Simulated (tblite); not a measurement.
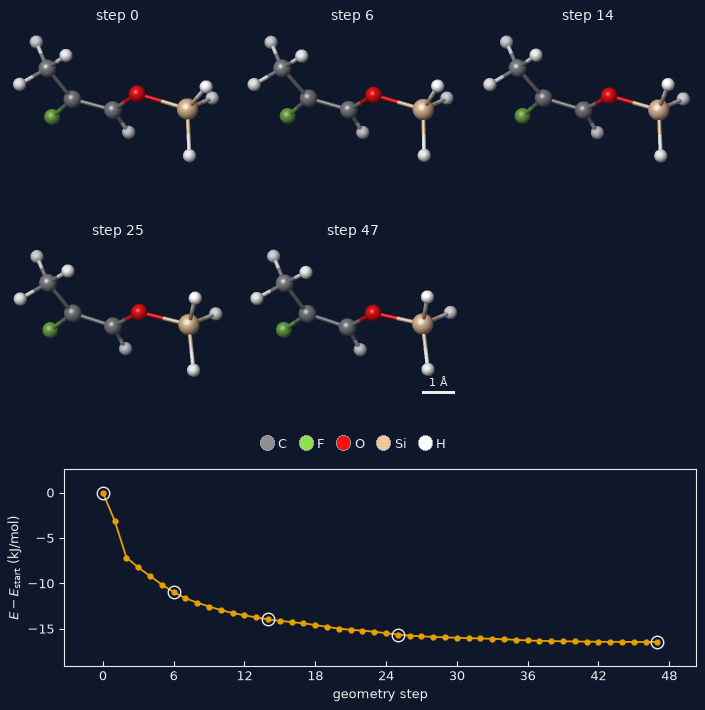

Frames of a relaxation of C3H7FOSi, marked on the history of the run. Style: ball-and-stick. Shown from a free direction.

All numbers below come from GFN2-xTB geometry optimisation, gas phase (tblite). 

Q: What happens along the run?

A: The atom that moves furthest after the best rigid fit is an H atom (0.46 Å). Largest moves by element: H 0.46 Å, O 0.20 Å, F 0.13 Å, C 0.13 Å, Si 0.01 Å. Among the contacts that change: O–Si 1.668 → 1.630 Å, H–Si 1.490 → 1.453 Å, C–O 1.368 → 1.347 Å, H–Si 1.481 → 1.464 Å. Bond angles that change, for instance: O–Si–H 109.6° → 98.3°, C–O–Si 120.7° → 131.5°, H–Si–H 109.2° → 114.1°. Over 47 geometry steps the energy falls by 16.4 kJ/mol. Cost: 0.23 s on 1 thread of Arm Neoverse V1, with other jobs on the host. From step 0 to 6: an H atom moves most (0.11 Å), energy −10.9 kJ/mol. From step 6 to 14: an H atom moves most (0.15 Å), energy −3.01 kJ/mol. From step 14 to 25: H atoms move most (0.10 Å), energy −1.67 kJ/mol. From step 25 to 47: an H atom moves most (0.10 Å), energy −0.82 kJ/mol.

| step | E − E(0), kJ/mol |
| --- | --- |
| 0 | 0.00 |
| 1 | -3.09 |
| 2 | -7.15 |
| 3 | -8.24 |
| 4 | -9.18 |
| 5 | -10.13 |
| 6 | -10.95 |
| 7 | -11.63 |
| 8 | -12.12 |
| 9 | -12.55 |
| 10 | -12.93 |
| 12 | -13.51 |
| 14 | -13.96 |
| 16 | -14.26 |
| 18 | -14.57 |
| 20 | -14.97 |
| 22 | -15.20 |
| 24 | -15.47 |
| 26 | -15.75 |
| 28 | -15.89 |
| 29 | -15.94 |
| 31 | -16.03 |
| 33 | -16.10 |
| 35 | -16.21 |
| 37 | -16.33 |
| 39 | -16.37 |
| 41 | -16.41 |
| 43 | -16.43 |
| 45 | -16.44 |
| 47 | -16.44 |
